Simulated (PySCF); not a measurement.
# C4H5BN2: the cost of one run

The runs use PySCF 2.14.0, with density-fitted response routines of our own; the level of theory stands in each step. All values are computed, except where a source is named. Atoms are numbered from 0 throughout.

## 1. Starting geometry

12 atoms, charge 0, multiplicity 1; geometry from: GFN2-xTB. The atoms were then displaced at random by about 0.01 Å, so the start is not that level's minimum.

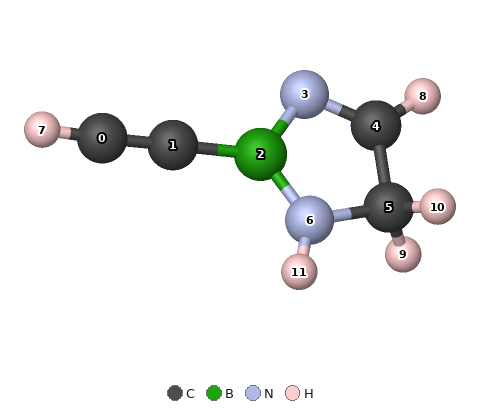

The starting geometry (carbon dark grey, boron green, nitrogen light blue, hydrogen pink), atoms numbered; sticks join atoms by distance.

## 2. Relaxing the molecule at PBE0-D3(BJ)/def2-SVP

The job: settings as JSON, then the geometry in Å.

```
{"job": {"xc": "PBE0", "basis": "def2-SVP", "d3": "d3bj", "grid": 1, "shake": 0.01, "kind": "geom"}, "charge": 0, "multiplicity": 1}
C      3.303690    -0.083200     0.549880
C      2.090520     0.035330     0.375600
B      0.585700     0.164650     0.157540
N     -0.087320     1.388580    -0.277420
C     -1.344560     1.072630    -0.336720
C     -1.670790    -0.340850     0.048710
N     -0.337130    -0.842650     0.349060
H      4.336910    -0.134160     0.686850
H     -2.115040     1.783720    -0.601430
H     -2.341160    -0.391460     0.926740
H     -2.149080    -0.885230    -0.770850
H     -0.232040    -1.795640     0.647720
```

Started as:

```bash
$ OMP_NUM_THREADS=1 python probes_run.py task.json out
```

The driver reads the jobs from task.json and runs them one after another.

**Question.** How long does this first job take on 1 thread of Arm Neoverse V2, shared host, and how much memory does it need?

About 34 s, with a peak of 0.51 GiB.
